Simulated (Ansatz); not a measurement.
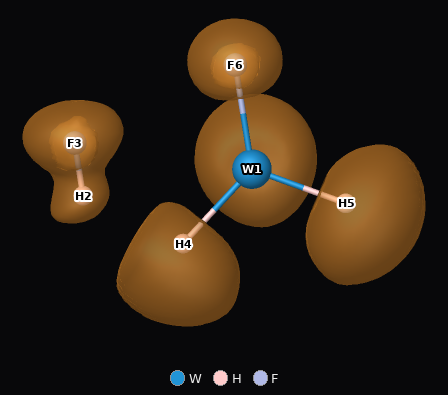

The picture shows: FH3W···HF. Isosurface of the electron localisation function at 0.75 (orange), seen across its widest extent. Core shells and regions of very low density are left out.

Core potentials replace the inner electrons of W.

All numbers below come from Ansatz, RKS PBE0-D4/def2-SVP.

```xyz
7

W    -0.6590   -0.1840   -0.0978
H     1.7681    0.7050    1.2535
F     2.0239   -0.1801    1.3427
H    -0.0292    1.1640    0.7758
H    -2.1759    0.1391   -0.7896
F    -0.1041   -1.9060   -0.0026
H     0.1157    0.1319   -1.5424
```

**What do the ELF domains correspond to?**

The ELF exceeds this value in three regions around hydrogen nuclei, one region wrapped around F (its valence shell) and one joined region spread over several atoms (F, H), in which their bonds and any lone pairs are merged. Along the contacts the grid gives the following. W1···F3 (3.05 Å): the ELF dips to about 0 between them. W–F (1.81 Å): the ELF peaks at about 0.85 in the valence shell of F, 0.5 Å from its nucleus, and drops to about 0.25 between the two atoms.
